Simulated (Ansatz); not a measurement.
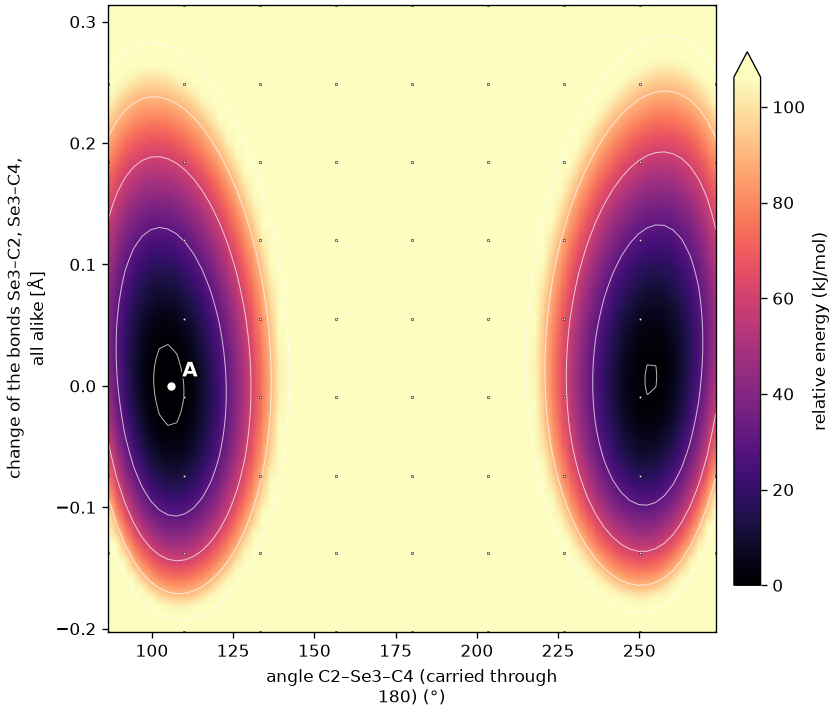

C₂H₄LiSe, SMILES [Li][CH+][Se]C, charge +1. The first coordinate is: angle C2–Se3–C4 (carried through 180); the second: change of the bonds Se3–C2, Se3–C4, all alike. Nothing is relaxed (all other coordinates rigid). The scan uses a 9 × 9 grid. Points are written as (first, second). Energies are in kJ/mol, from the lowest grid point. These are results of Ansatz, RKS PBE0-D4/def2-TZVP, not measurements.

Drawn: a smooth colour map with a few white contour lines, dots at the grid points, one colour for all values above the top of the scale, the well A. Between grid points the surface is interpolated.

Q: Where is the minimum, and how stiff is the well along each coordinate? Take the well at A.

A: The interpolated minimum is at the first coordinate ≈ 105.7°, the second coordinate ≈ 0.000 Å. The curvatures there are about 7.8 eV/rad² and 50 eV/Å², with a cross term of about 3 eV/(rad·Å). Round the minimum the valley is somewhat tilted: raising the first coordinate shifts the best value of the second coordinate downwards (coupling k₁₂/√(k₁₁k₂₂) about 0.2). (1 eV is 96.5 kJ/mol.)
